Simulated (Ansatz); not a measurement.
## Electronic structure of Al₂Cl₄F₂ in real space

```xyz
8

Al    0.8841   -1.2002    0.5405
Al   -0.8843    1.2001   -0.5405
Cl    0.0935   -3.1044    0.7736
Cl    0.4321   -0.3681   -1.5251
Cl   -0.0892    3.1026   -0.7728
Cl   -0.4353    0.3661    1.5247
F     2.4563   -0.8377    0.9006
F    -2.4573    0.8416   -0.9010
```

Geometry: PBE0-D4/def2-SVP.

The calculation used Ansatz 0.2.0, isolated molecule in a Gaussian basis; Kohn-Sham density functional theory, functional PBE0.

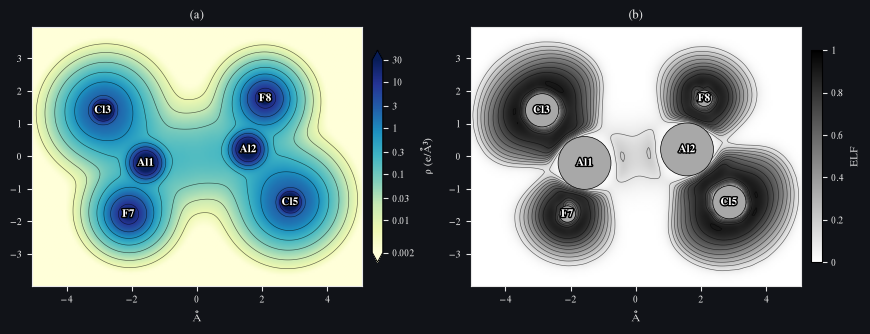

Figure 1. (a) electron density; (b) ELF on the plane of atoms Cl5, Al2 and F8. Grey discs cover the atomic cores in the ELF map.

Q: What do the fields say about this system?

A: The plane passes through Al, Cl and F nuclei.
Al–F (1.65 Å): ρ at the midpoint is about 0.83 e/Å³; the ELF peaks at about 0.85 in the valence shell of F, 0.6 Å from its nucleus, and is about 0.30 at the midpoint.
Al–Cl (2.07 Å): ρ is about 0.74 e/Å³ halfway; the ELF peaks at about 0.90 in the valence shell of Cl, 0.9 Å from its nucleus, and is about 0.80 at the midpoint.
The ELF also peaks beside F7, Cl5, Cl3 and F8, away from the bonds: lone-pair regions.

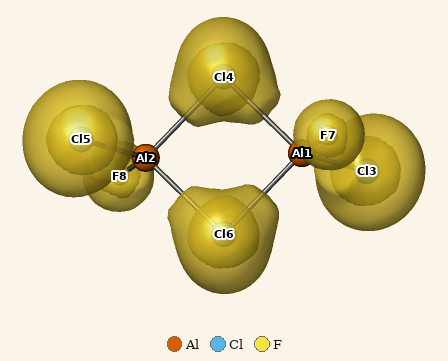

Figure 2. Isosurface of the ELF at 0.8 (yellow), seen from one side. Core shells and regions of very low density are left out.

Q: Describe the localisation domains.

A: The surface consists of four regions on Cl in which the atom's valence shell and bonds are merged and two regions wrapped around F (the valence shell of each).

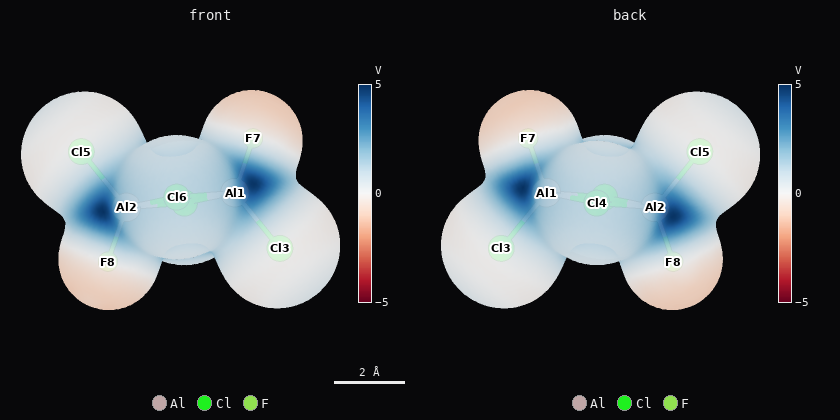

Figure 3. The molecular electrostatic potential painted on the density surface at 0.004 e/bohr³, seen from the front and from behind; the colour scale runs from red (negative) to blue (positive).

Q: Describe the electrostatic potential map.

A: The most negative region (about −1.1 V) lies over F7 and F8, the most positive (about +4.6 V) over Al1 and Al2. Cl3 shows a σ-hole: about +0.5 V at the tip opposite its bond, against about 0.0 V on its flanks. Cl5 shows a σ-hole: about +0.5 V at the tip opposite its bond, against about 0.0 V on its flanks.

Q: What dipole moment does the calculation give?

A: Its dipole moment is zero.
